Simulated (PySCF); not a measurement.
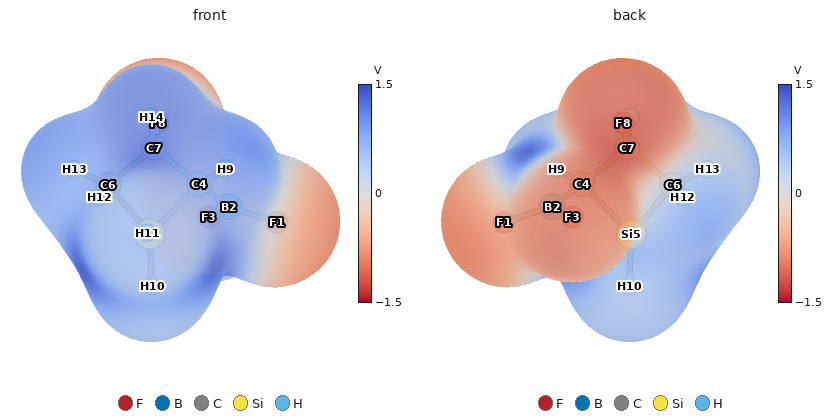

The picture shows: C₃H₆BF₃Si. The molecular electrostatic potential painted on the density surface at 0.001 e/bohr³, seen from the front and from behind; the colour scale runs from red (negative) to blue (positive).

Geometry: GFN2-xTB.

Theory: PBE0/def2-SVPD, SCF density, gas phase (PySCF 2.14.0).

Input file:

```
{"job": {"kind": "uv", "xc": "PBE0", "basis": "def2-SVPD", "nstates": 8, "ntriplets": 3}, "charge": 0, "multiplicity": 1}
F      2.710585    -1.492306    -0.109452
B      1.790677    -0.572859    -0.364961
F      1.913256    -0.024958    -1.559136
C      0.602931    -0.319064     0.601009
Si    -1.025273    -1.081047    -0.140543
C     -1.245937     0.798802    -0.383467
C     -0.065944     1.067477     0.559335
F      0.762612     2.070969     0.108645
H      0.848566    -0.640441     1.611137
H     -0.920606    -1.925760    -1.324664
H     -1.832493    -1.686309     0.919296
H     -0.979453     1.119995    -1.389778
H     -2.168660     1.300724    -0.104910
H     -0.390940     1.384304     1.555324
```

Launched as:

```sh
OMP_NUM_THREADS=1 python probes_run.py task.json out
```

**Which sites attract a positive test charge, and which a negative one?**

A positive charge is drawn to the negative regions and a negative charge to the positive ones. The most negative region (about −1.0 V) lies over F3 and F8, the most positive (about +1.2 V) over B2 and Si5.

**What dipole moment does the calculation give?**

Its dipole moment is 3.39 D.
